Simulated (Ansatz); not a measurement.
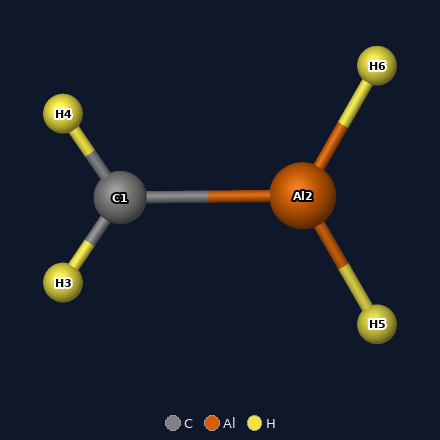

The system is CH₄Al, SMILES [CH2][AlH2], spin multiplicity 2; the picture shows the reference structure. First axis: bond length C1–Al2. Second axis: dihedral H3–C1–Al2–H5. Nothing is relaxed (all other coordinates rigid). The scan uses a 15 × 15 grid; 121 points were computed and 104 follow by symmetry. Energies are in eV, from the relaxed molecule at the same level. Computed with UHF/def2-TZVP in Ansatz.

Its coordinates:

```xyz
6

C    -0.1036   -1.0185    0.0274
Al    0.0914    0.8988   -0.0242
H    -0.2906   -1.6314   -0.8420
H    -0.0390   -1.6092    0.9294
H    -0.0217    1.6632   -1.4016
H     0.3636    1.6971    1.3110
```

Range: bond length C1–Al2 from 1.619 to 2.506 Å; dihedral H3–C1–Al2–H5 from −180 to 156°.

**What will the energy surface look like?**

The lowest grid point is at bond length C1–Al2 = 1.936 Å, dihedral H3–C1–Al2–H5 = −180°, 0.0006 eV from the relaxed molecule at the same level; the map holds 2 wells of about this depth. The highest grid point, bond length C1–Al2 = 1.619 Å, dihedral H3–C1–Al2–H5 = −84°, lies 1.54 eV above the lowest. On the interpolated surface the easiest way out of the lowest well to a well of about the same depth near bond length C1–Al2 = 1.936 Å, dihedral H3–C1–Al2–H5 = −12° passes a barrier of about 0.16 eV. Round the minimum the two coordinates are nearly uncoupled.

```csv
"dihedral H3–C1–Al2–H5 ↓, bond length C1–Al2 →",1.619,1.683,1.746,1.810,1.873,1.936,2.000,2.063,2.126,2.190,2.253,2.316,2.380,2.443,2.506
156,1.38,0.80,0.41,0.17,0.06,0.03,0.07,0.16,0.29,0.45,0.64,0.84,1.05,1.26,1.47
132,1.45,0.87,0.48,0.24,0.12,0.09,0.12,0.21,0.34,0.50,0.68,0.87,1.08,1.29,1.50
108,1.52,0.94,0.55,0.31,0.18,0.15,0.18,0.26,0.38,0.54,0.71,0.90,1.11,1.31,1.52
84,1.54,0.96,0.57,0.33,0.20,0.16,0.19,0.27,0.39,0.55,0.72,0.91,1.11,1.32,1.52
60,1.49,0.91,0.52,0.28,0.16,0.12,0.15,0.24,0.36,0.52,0.70,0.89,1.09,1.30,1.51
36,1.41,0.83,0.44,0.21,0.09,0.05,0.09,0.18,0.31,0.47,0.66,0.85,1.06,1.27,1.49
12,1.36,0.77,0.39,0.15,0.04,0.01,0.05,0.14,0.27,0.44,0.63,0.83,1.04,1.25,1.47
−12,1.36,0.77,0.39,0.15,0.04,0.01,0.05,0.14,0.27,0.44,0.63,0.83,1.04,1.25,1.47
−36,1.41,0.83,0.44,0.21,0.09,0.05,0.09,0.18,0.31,0.47,0.66,0.85,1.06,1.27,1.49
−60,1.49,0.91,0.52,0.28,0.16,0.12,0.15,0.24,0.36,0.52,0.70,0.89,1.09,1.30,1.51
−84,1.54,0.96,0.57,0.33,0.20,0.16,0.19,0.27,0.39,0.55,0.72,0.91,1.11,1.32,1.52
−108,1.52,0.94,0.55,0.31,0.18,0.15,0.18,0.26,0.38,0.54,0.71,0.90,1.11,1.31,1.52
−132,1.45,0.87,0.48,0.24,0.12,0.09,0.12,0.21,0.34,0.50,0.68,0.87,1.08,1.29,1.50
−156,1.38,0.80,0.41,0.17,0.06,0.03,0.07,0.16,0.29,0.45,0.64,0.84,1.05,1.26,1.47
−180,1.35,0.77,0.38,0.15,0.03,0.00,0.04,0.14,0.27,0.44,0.62,0.82,1.03,1.25,1.47
```

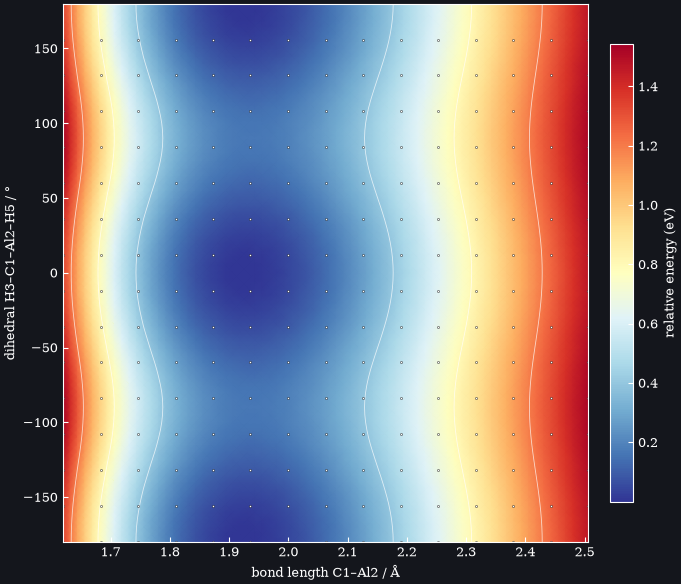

Drawn: a smooth colour map with a few white contour lines, dots at the grid points. Between grid points the surface is interpolated.

Each point was launched as `ansatz run input.yaml --threads 1 --pin off --max-ram 2560MiB --backend cpu --events-out ev --progress --plain --runs-dir out`. Time for the 121 points that were run: 82 s on 1 thread of Intel(R) Xeon(R) 6975P-C (Granite Rapids) (shared host).
